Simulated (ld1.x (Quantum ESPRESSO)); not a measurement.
# An ultrasoft potential for Sn, from input to tests

Aim: build the potential from the settings below, then test how well it stands in for the atom: other configurations, scattering, ghost states and the plane-wave cutoff that it needs.

Program: ld1.x (Quantum ESPRESSO) 7.5. Reference atom: PBEsol, scalar-relativistic, spherical and spin-unpolarised. All values are calculated.

## 1. Settings

Typed settings, in words:

| Property | Result |
| --- | --- |
| element | tin (Sn, Z = 50) |
| type | ultrasoft |
| frozen core | [Ar] 3d10 |
| valence charge | 22 |
| reference configuration | 4s2 4p6 4d10 5s2 5p2 |
| partial waves | 4s (bound): rcut 1.30, rcutus 1.40 bohr; 5s (bound): rcut 1.30, rcutus 1.40 bohr; 4p (bound): rcut 1.20, rcutus 1.30 bohr; 5p (bound): rcut 1.20, rcutus 1.30 bohr; 4d (bound): rcut 0.75, rcutus 1.00 bohr; 4d channel at 2.9 Ry: rcut 0.75, rcutus 1.00 bohr |
| local potential | all-electron potential smoothed inside 1.10 bohr (lloc = -1) |
| core correction | a·sin(br)/r model core inside 0.85 bohr |
| augmentation charge | PSQ, inside the norm-conserving radii |

An earlier all-electron run gives the scale for the radii.

All-electron outer shells of the reference configuration (PBEsol, scalar-relativistic, ld1.x):

| shell | level (eV) | outermost node (bohr) | outermost maximum (bohr) |
| --- | --- | --- | --- |
| 3p | -698.48 | 0.14 | 0.30 |
| 3d | -473.39 | – | 0.25 |
| 4s | -133.74 | 0.40 | 0.74 |
| 4p | -89.56 | 0.41 | 0.79 |
| 4d | -25.79 | 0.39 | 0.88 |
| 5s | -10.59 | 0.98 | 2.01 |
| 5p | -3.71 | 1.09 | 2.55 |

## 2. The generation run

Sn.in reads:

```
 &input
   title='Sn', zed=50., rel=1, dft='PBESOL', iswitch=3,
   config='[Kr] 4d10 5s2 5p2',
   nld=3, rlderiv=1.55, eminld=-12.0, emaxld=5.0, deld=0.04
 /
 &inputp
   pseudotype=3, tm=.true., lloc=-1, rcloc=1.10,
   nlcc=.true., rcore=0.85,
   which_augfun='PSQ', rmatch_augfun_nc=.true.,
   file_pseudopw='Sn.UPF', file_wfcaegen='ae.wfc', file_wfcncgen='nc.wfc', file_beta='beta', file_chi='chi', file_wfcusgen='us.wfc'
 /
6
4S  1  0   2.00   0.00  1.30  1.40  0.0
5S  2  0   2.00   0.00  1.30  1.40  0.0
4P  2  1   6.00   0.00  1.20  1.30  0.0
5P  3  1   2.00   0.00  1.20  1.30  0.0
4D  3  2  10.00   0.00  0.75  1.00  0.0
4D  3  2   0.00   2.90  0.75  1.00  0.0
 &test
   configts(1)='4s2 4p6 4d10 5s2 5p2'
 /
```

On the command line:

```sh
ld1.x < Sn.in > Sn.out
```

Output in Sn.out (without the banner and most projector matrices):

```text
     Program LD1 v.7.5
     --------------------------- All-electron run ----------------------------

     Sn
     scalar relativistic calculation

     atomic number is 50.00
     dft =PBESOL   lsd =0 sic =0 latt =0  beta=0.20 tr2=1.0E-14
     Exchange-correlation= PBESOL
                           (   1   4  10   8   0   0   0)
     mesh =1243 r(mesh) = 100.78374 a.u. xmin = -7.00 dx = 0.01250
     1 Ry =  13.60569312 eV, c = 137.03599908

     n l     nl                  e(Ry)          e(Ha)          e(eV)
     1 0     1S 1( 2.00)     -2131.3869     -1065.6934    -28998.9959
     2 0     2S 1( 2.00)      -321.7812      -160.8906     -4378.0568
     2 1     2P 1( 6.00)      -288.9123      -144.4562     -3930.8524
     3 0     3S 1( 2.00)       -62.0766       -31.0383      -844.5950
     3 1     3P 1( 6.00)       -51.3374       -25.6687      -698.4806
     4 0     4S 1( 2.00)        -9.8300        -4.9150      -133.7441
     4 1     4P 1( 6.00)        -6.5828        -3.2914       -89.5638
     3 2     3D 1(10.00)       -34.7934       -17.3967      -473.3884
     4 2     4D 1(10.00)        -1.8957        -0.9478       -25.7922
     5 0     5S 1( 2.00)        -0.7787        -0.3894       -10.5950
     5 1     5P 1( 2.00)        -0.2726        -0.1363        -3.7085

     final scf error:  4.6E-15 reached in  32 iterations

     Etot =  -12348.908598 Ry,   -6174.454299 Ha, -168015.460795 eV

     Ekin =   12892.427417 Ry,    6446.213708 Ha,  175410.411044 eV
     Encl =  -29868.088921 Ry,  -14934.044460 Ha, -406376.052026 eV
     Eh   =    4950.728466 Ry,    2475.364233 Ha,   67358.092245 eV
     Exc  =    -323.975561 Ry,    -161.987780 Ha,   -4407.912059 eV

     normalization and overlap integrals

     s(1S/1S) =  1.000000  <r> =   0.0291  <r2> =    0.0011  r(max) =   0.0188
     s(2S/2S) =  1.000000  <r> =   0.1256  <r2> =    0.0186  r(max) =   0.1068
     s(2P/2P) =  1.000000  <r> =   0.1096  <r2> =    0.0147  r(max) =   0.0853
     s(3S/3S) =  1.000000  <r> =   0.3396  <r2> =    0.1318  r(max) =   0.3090
     s(3P/3P) =  1.000000  <r> =   0.3379  <r2> =    0.1325  r(max) =   0.3013
     s(4S/4S) =  1.000000  <r> =   0.8185  <r2> =    0.7584  r(max) =   0.7412
     s(4P/4P) =  1.000000  <r> =   0.8860  <r2> =    0.8974  r(max) =   0.7890
     s(3D/3D) =  1.000000  <r> =   0.3147  <r2> =    0.1176  r(max) =   0.2498
     s(4D/4D) =  1.000000  <r> =   1.1000  <r2> =    1.4412  r(max) =   0.8829
     s(5S/5S) =  1.000000  <r> =   2.3928  <r2> =    6.5456  r(max) =   2.0147
     s(5P/5P) =  1.000000  <r> =   3.2290  <r2> =   12.2211  r(max) =   2.5548

     ------------------------ End of All-electron run ------------------------

     --------------------- Generating US pseudopotential ---------------------

      Generating local potential from pseudized AE potential:
      Matching radius rcloc =   1.1000

      Local pseudo, rcloc= 1.092 Estimated cut-off energy=    20.97 Ry

      Computing core charge for nlcc:

       r > 0.85 : true rho core
       r < 0.85 : rho core = a sin(br)/r    a=   1.89  b=   3.37

      Integrated core pseudo-charge :   0.54
      Wfc-us  4S rcutus= 1.402  Estimated cut-off energy=    28.57 Ry
      Wfc-us  5S rcutus= 1.402  Estimated cut-off energy=    58.09 Ry
      Wfc-us  4P rcutus= 1.301  Estimated cut-off energy=    49.89 Ry
      Wfc-us  5P rcutus= 1.301  Estimated cut-off energy=    90.01 Ry
      Wfc-us  4D rcutus= 0.988  Estimated cut-off energy=   115.26 Ry
      Wfc-us  4D rcutus= 0.988  Estimated cut-off energy=   128.45 Ry

     Q pseudized with Bessel functions
     Expected ecutrho=     699.2022 due to l1=  2   l2=  2

     ------------------- End of pseudopotential generation -------------------

     [... the all-electron block is printed once more ...]


     Computing logarithmic derivative in   1.55931
     Computing logarithmic derivative in   1.55931
     Computing the partial wave expansion
     R is outside the sphere for l=    0 j= 0.00
     R is outside the sphere for l=    0 j= 0.00
     R is outside the sphere for l=    1 j= 0.00
     R is outside the sphere for l=    1 j= 0.00
     R is outside the sphere for l=    2 j= 0.00
     R is outside the sphere for l=    2 j= 0.00

     ---------------------- Testing the pseudopotential ----------------------

     Sn
     scalar relativistic calculation

     atomic number is 50.00   valence charge is 22.00
     dft =PBESOL   lsd =0 sic =0 latt =0  beta=0.20 tr2=1.0E-14
     mesh =1243 r(mesh) = 100.78374 xmin = -7.00 dx = 0.01250

     n l     nl             e AE (Ry)        e PS (Ry)    De AE-PS (Ry)
     1 0     4S   1( 2.00)       -9.83001       -9.82980       -0.00021
     2 1     4P   1( 6.00)       -6.58282       -6.58264       -0.00018
     3 2     4D   1(10.00)       -1.89569       -1.89557       -0.00012
     2 0     5S   1( 2.00)       -0.77871       -0.77868       -0.00004
     3 1     5P   1( 2.00)       -0.27257       -0.27254       -0.00003

     eps = 1.6E-15  iter = 17

     Etot =  -12348.908598 Ry,   -6174.454299 Ha, -168015.460795 eV
     Etotps =  -430.909027 Ry,    -215.454514 Ha,   -5862.815990 eV

     Ekin =     179.040637 Ry,      89.520319 Ha,    2435.971966 eV
     Encl =    -955.468442 Ry,    -477.734221 Ha,  -12999.810411 eV
     Ehrt =     360.416216 Ry,     180.208108 Ha,    4903.712435 eV
     Ecxc =     -36.510359 Ry,     -18.255180 Ha,    -496.748743 eV
     (Ecc =      -0.569893 Ry,      -0.284947 Ha,      -7.753795 eV)
     Epseu=      21.612920 Ry,      10.806460 Ha,     294.058763 eV

     ---------------------- End of pseudopotential test ----------------------
```

Wall time 2.2 s (1 thread of Neoverse-V1, shared host). This counts the later configuration tests of the new file too.

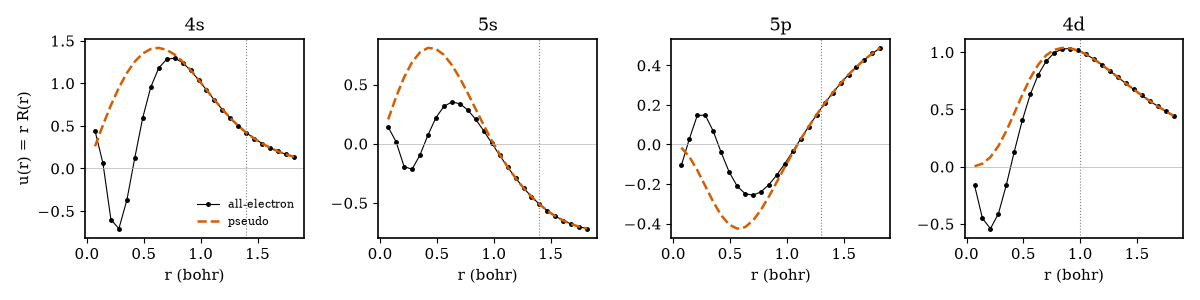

All-electron and pseudo partial waves (4s, 5s, 5p, 4d), with the matching radii dotted. The curves join 26 sampled radii, too few to resolve the innermost nodes.

## 3. Configuration tests

Sn.test.in reads:

```
 &input
   title='Sn', zed=50., rel=1, dft='PBESOL', iswitch=2,
   config='[Kr] 4d10 5s2 5p2'
 /
 &test
   file_pseudo='Sn.UPF', nconf=8,
   configts(1)='4s2 4p6 4d10 5s2 5p2',
   configts(2)='4s2 4p6 4d10 5s2 5p1',
   configts(3)='4s2 4p6 4d10 5s2 5p0',
   configts(4)='4s2 4p6 4d10 5s1 5p0',
   configts(5)='4s2 4p6 4d10 5s2 5p2.3',
   configts(6)='4s2 4p6 4d10 5s0 5p0',
   configts(7)='4s2 4p6 4d10 5s0 5p4',
   configts(8)='4s1 4p6 4d10 5s2 5p2'
 /
```

On the command line:

```sh
ld1.x < Sn.test.in > Sn.test.out
```

Sn.test.out, the pseudopotential blocks:

```text
     ---------------------- Testing the pseudopotential ----------------------

     Sn
     scalar relativistic calculation

     atomic number is 50.00   valence charge is 22.00
     dft =PBESOL   lsd =0 sic =0 latt =0  beta=0.20 tr2=1.0E-14
     mesh =1243 r(mesh) = 100.78374 xmin = -7.00 dx = 0.01250

     n l     nl             e AE (Ry)        e PS (Ry)    De AE-PS (Ry)
     1 0     4S   1( 2.00)       -9.83001       -9.82980       -0.00021
     2 1     4P   1( 6.00)       -6.58282       -6.58264       -0.00018
     3 2     4D   1(10.00)       -1.89569       -1.89557       -0.00012
     2 0     5S   1( 2.00)       -0.77871       -0.77868       -0.00004
     3 1     5P   1( 2.00)       -0.27257       -0.27254       -0.00003

     eps = 6.2E-15  iter =  8

     Etot =  -12348.908598 Ry,   -6174.454299 Ha, -168015.460794 eV
     Etotps =  -430.909029 Ry,    -215.454515 Ha,   -5862.816014 eV

     Ekin =     179.040637 Ry,      89.520318 Ha,    2435.971961 eV
     Encl =    -955.468444 Ry,    -477.734222 Ha,  -12999.810438 eV
     Ehrt =     360.416218 Ry,     180.208109 Ha,    4903.712455 eV
     Ecxc =     -36.510359 Ry,     -18.255180 Ha,    -496.748745 eV
     (Ecc =      -0.569893 Ry,      -0.284947 Ha,      -7.753795 eV)
     Epseu=      21.612920 Ry,      10.806460 Ha,     294.058752 eV

     ---------------------- End of pseudopotential test ----------------------

     ---------------------- Testing the pseudopotential ----------------------

     Sn
     [...]
     n l     nl             e AE (Ry)        e PS (Ry)    De AE-PS (Ry)
     1 0     4S   1( 2.00)      -10.41914      -10.41382       -0.00532  !
     2 1     4P   1( 6.00)       -7.17195       -7.16985       -0.00210
     3 2     4D   1(10.00)       -2.48306       -2.48207       -0.00098
     2 0     5S   1( 2.00)       -1.31446       -1.31295       -0.00151
     3 1     5P   1( 1.00)       -0.75583       -0.75682        0.00098

     eps = 3.3E-15  iter = 13

     Etot =  -12348.401615 Ry,   -6174.200807 Ha, -168008.562931 eV
     Etotps =  -430.401577 Ry,    -215.200789 Ha,   -5855.911780 eV
     dEtot_ae =       0.506984 Ry
     dEtot_ps =       0.507452 Ry,   Delta E=      -0.000468 Ry

     [...]
     ---------------------- End of pseudopotential test ----------------------

     ---------------------- Testing the pseudopotential ----------------------

     Sn
     [...]
     n l     nl             e AE (Ry)        e PS (Ry)    De AE-PS (Ry)
     1 0     4S   1( 2.00)      -11.11619      -11.10359       -0.01259  !
     2 1     4P   1( 6.00)       -7.86875       -7.86479       -0.00395
     3 2     4D   1(10.00)       -3.17543       -3.17425       -0.00117
     2 0     5S   1( 2.00)       -1.92269       -1.91913       -0.00356
     3 1     5P   1( 0.00)       -1.30750       -1.31178        0.00429

     eps = 9.9E-15  iter = 21

     Etot =  -12347.374720 Ry,   -6173.687360 Ha, -167994.591314 eV
     Etotps =  -429.372061 Ry,    -214.686030 Ha,   -5841.904495 eV
     dEtot_ae =       1.533878 Ry
     dEtot_ps =       1.536968 Ry,   Delta E=      -0.003090 Ry

     [...]
     ---------------------- End of pseudopotential test ----------------------

     ---------------------- Testing the pseudopotential ----------------------

     Sn
     [...]
     n l     nl             e AE (Ry)        e PS (Ry)    De AE-PS (Ry)
     1 0     4S   1( 2.00)      -12.00210      -11.99894       -0.00316
     2 1     4P   1( 6.00)       -8.75323       -8.75200       -0.00123
     3 2     4D   1(10.00)       -4.04674       -4.04616       -0.00058
     2 0     5S   1( 1.00)       -2.64305       -2.64180       -0.00125
     3 1     5P   1( 0.00)       -1.96311       -1.96410        0.00099

     eps = 8.4E-15  iter = 15

     Etot =  -12345.095215 Ry,   -6172.547608 Ha, -167963.577076 eV
     Etotps =  -427.094854 Ry,    -213.547427 Ha,   -5810.921514 eV
     dEtot_ae =       3.813383 Ry
     dEtot_ps =       3.814175 Ry,   Delta E=      -0.000792 Ry

     [...]
     ---------------------- End of pseudopotential test ----------------------

     ---------------------- Testing the pseudopotential ----------------------

     Sn
     [...]
     n l     nl             e AE (Ry)        e PS (Ry)    De AE-PS (Ry)
     1 0     4S   1( 2.00)       -9.68149       -9.68227        0.00078
     2 1     4P   1( 6.00)       -6.43427       -6.43453        0.00026
     3 2     4D   1(10.00)       -1.74727       -1.74742        0.00014
     2 0     5S   1( 2.00)       -0.63908       -0.63935        0.00027
     3 1     5P   1( 2.30)       -0.14707       -0.14698       -0.00008

     eps = 5.9E-15  iter = 17

     Etot =  -12348.971244 Ry,   -6174.485622 Ha, -168016.313129 eV
     Etotps =  -430.971672 Ry,    -215.485836 Ha,   -5863.668308 eV
     dEtot_ae =      -0.062645 Ry
     dEtot_ps =      -0.062642 Ry,   Delta E=      -0.000003 Ry

     [...]
     ---------------------- End of pseudopotential test ----------------------

     ---------------------- Testing the pseudopotential ----------------------

     Sn
     [...]
     n l     nl             e AE (Ry)        e PS (Ry)    De AE-PS (Ry)
     1 0     4S   1( 2.00)      -12.94818      -12.96434        0.01616  !
     2 1     4P   1( 6.00)       -9.69680       -9.70423        0.00743  !
     3 2     4D   1(10.00)       -4.97279       -4.97731        0.00451
     2 0     5S   1( 0.00)       -3.39630       -3.40325        0.00695  !
     3 1     5P   1( 0.00)       -2.65296       -2.64831       -0.00465

     eps = 7.3E-15  iter = 12

     Etot =  -12342.078515 Ry,   -6171.039257 Ha, -167922.532771 eV
     Etotps =  -424.075458 Ry,    -212.037729 Ha,   -5769.840544 eV
     dEtot_ae =       6.830084 Ry
     dEtot_ps =       6.833571 Ry,   Delta E=      -0.003487 Ry

     [...]
     ---------------------- End of pseudopotential test ----------------------

     ---------------------- Testing the pseudopotential ----------------------

     Sn
     [...]
     n l     nl             e AE (Ry)        e PS (Ry)    De AE-PS (Ry)
     1 0     4S   1( 2.00)      -10.05072      -10.10269        0.05198  !
     2 1     4P   1( 6.00)       -6.80261       -6.83179        0.02918  !
     3 2     4D   1(10.00)       -2.10601       -2.12653        0.02052  !
     2 0     5S   1( 0.00)       -0.90030       -0.91897        0.01867  !
     3 1     5P   1( 4.00)       -0.36025       -0.35947       -0.00079

     eps = 3.3E-15  iter = 35

     Etot =  -12347.861455 Ry,   -6173.930728 Ha, -168001.213682 eV
     Etotps =  -429.844913 Ry,    -214.922457 Ha,   -5848.337982 eV
     dEtot_ae =       1.047143 Ry
     dEtot_ps =       1.064116 Ry,   Delta E=      -0.016972 Ry

     [...]
     ---------------------- End of pseudopotential test ----------------------

     ---------------------- Testing the pseudopotential ----------------------

     Sn
     [...]
     n l     nl             e AE (Ry)        e PS (Ry)    De AE-PS (Ry)
     1 0     4S   1( 1.00)      -11.08155      -11.11944        0.03789  !
     2 1     4P   1( 6.00)       -7.80057       -7.81420        0.01363  !
     3 2     4D   1(10.00)       -3.01958       -3.02700        0.00742  !
     2 0     5S   1( 2.00)       -1.49528       -1.51284        0.01756  !
     3 1     5P   1( 2.00)       -0.87644       -0.86863       -0.00780  !

     eps = 6.9E-15  iter = 18

     Etot =  -12338.471575 Ry,   -6169.235788 Ha, -167873.457859 eV
     Etotps =  -420.449270 Ry,    -210.224635 Ha,   -5720.503741 eV
     dEtot_ae =      10.437023 Ry
     dEtot_ps =      10.459759 Ry,   Delta E=      -0.022736 Ry

     [...]
     ---------------------- End of pseudopotential test ----------------------
```

Excitation and ionisation energies from 4s2 4p6 4d10 5s2 5p2, with the error of the potential.

| valence configuration | charge | ΔE all-electron (eV) | error AE − PS (meV) |
| --- | --- | --- | --- |
| 4s2 4p6 4d10 5s2 5p1 | +1 | 6.898 | -6.4 |
| 4s2 4p6 4d10 5s2 5p0 | +2 | 20.869 | -42 |
| 4s2 4p6 4d10 5s1 5p0 | +3 | 51.884 | -11 |
| 4s2 4p6 4d10 5s2 5p2.3 | -0.3 | -0.852 | 0.0 |
| 4s2 4p6 4d10 5s0 5p0 | +4 | 92.928 | -47 |
| 4s2 4p6 4d10 5s0 5p4 | 0 | 14.247 | -231 |
| 4s1 4p6 4d10 5s2 5p2 | +1 | 142.003 | -309 |

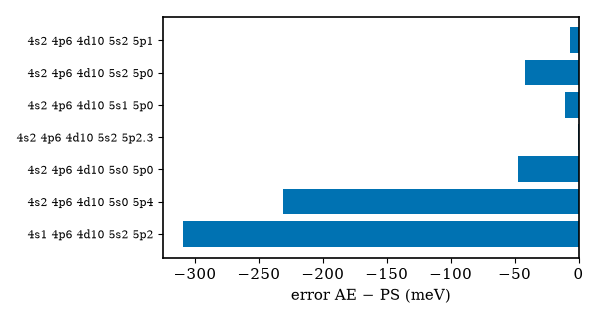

Error of the potential in each test configuration.

## 4. Does it scatter like the atom?

Taken from the files of the generation run. The phase is arctan(r·u′/u) with u = r·R, unwrapped, with energies in Ry. A pole is an energy at which the radial function vanishes at the test radius. The pseudo phase is shifted by a multiple of π to meet the all-electron one at the reference energy. Levels narrower than the energy grid can be missing from the poles. The last column is the largest difference on the grid between −1 and +1 Ry.

| channel | radius (bohr) | reference (Ry) | poles AE | poles PS | window around the reference with phases within 0.05 rad (Ry) | largest difference near zero (rad) |
| --- | --- | --- | --- | --- | --- | --- |
| s | 1.56 | -0.78 | -9.38 | -9.38 | the whole range | 0.000 |
| p | 1.56 | -0.27 | -5.84 | -5.83 | the whole range | 0.000 |
| d | 1.56 | -1.90 | -0.32 | -0.32 | the whole range | 0.000 |

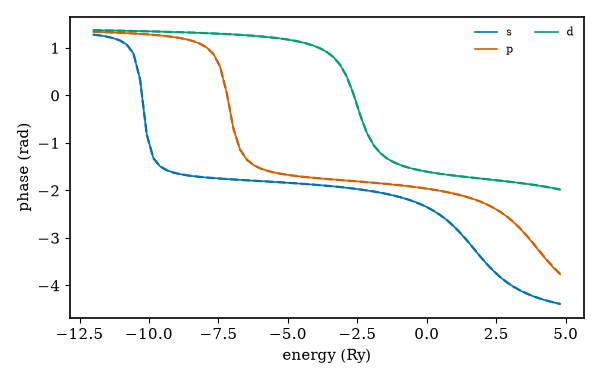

Phases by channel: all-electron solid, pseudo dashed.

## 5. Plane-wave convergence, by spherical Bessel functions

This step uses the generator's waves and projectors in a separate script. Basis: spherical Bessel functions vanishing at 20 bohr, q² up to the cutoff; potential fixed at the reference.

All-electron valence levels (Ry): 4s -9.8300, 5s -0.7787, 4p -6.5828, 5p -0.2726, 4d -1.8957. The lowest levels of each channel (Ry) by cutoff; the last column sums, over occupied levels, occupation times the distance from the level at 400 Ry. A positive value at high cutoff is not a bound level.

```
cutoff (Ry)     s #1     s #2     p #1     p #2     d #1    f #1  Σ f·Δε (mRy)
          8  -8.8400  -0.5190  -3.7268  -0.0870  -0.0232  0.1056       38731.9
         18  -9.7620  -0.6984  -6.0202  -0.1942  -0.5264  0.1056       17522.9
         30  -9.8274  -0.7517  -6.5146  -0.2383  -1.0783  0.1056        8712.3
         50  -9.8296  -0.7779  -6.5813  -0.2623  -1.6892  0.1056        2097.6
         80  -9.8299  -0.7785  -6.5825  -0.2724  -1.8745  0.1056         215.4
        120  -9.8299  -0.7787  -6.5827  -0.2725  -1.8951  0.1056           7.2
        180  -9.8299  -0.7787  -6.5828  -0.2726  -1.8956  0.1056           2.2
        230  -9.8299  -0.7787  -6.5828  -0.2726  -1.8957  0.1056           0.9
        300  -9.8299  -0.7787  -6.5828  -0.2726  -1.8958  0.1056           0.2
        400  -9.8299  -0.7787  -6.5828  -0.2726  -1.8958  0.1056           0.0
```

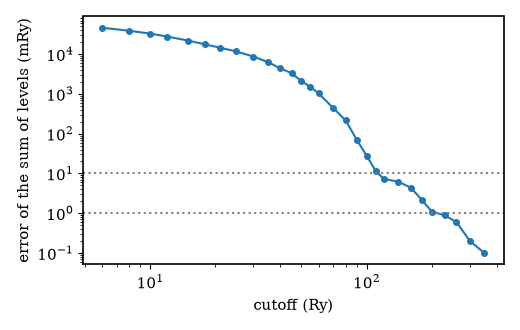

Occupation-weighted error of the valence levels against the cutoff; the dotted lines mark 10 and 1 mRy.

The sum stays within 10 mRy from 120 Ry and within 1 mRy from 230 Ry. The sum leaves out empty levels, which can need more. Ghost test: no level below the all-electron spectrum of its channel (s, p, d, f tested).

## 6. Summary of results

| quantity | value |
| --- | --- |
| cutoffs for 10 and 1 mRy, occupied levels | 120 Ry and 230 Ry |
| bound ghosts | none found |
| largest test error (AE − PS) | -309 meV, for 4s1 4p6 4d10 5s2 5p2 |
| largest phase difference near zero energy, channels read | 0.000 rad |
| lowest eigenvalue of the overlap (Bessel basis) | 0.035 (p) |
| density cutoff estimated by the generator | 699 Ry |

**Reading.** The worst unpolarised test, 4s1 4p6 4d10 5s2 5p2, is off by 309 meV on 142.0 eV; by total energies transferability rates as fair for so large an energy. That test lies far up in energy; among those under 40 eV, nearer to bonding, the largest error is 231 meV. By its cutoff, 120 Ry for the looser tolerance, it is hard. The slowest occupied level is 4d: taken alone it needs 120 Ry to come within 1 mRy, against 70 Ry for 5p. The Bessel-basis test finds no level below the valence levels. Near zero energy the phases of the channels with partial waves agree within 0.001 rad.
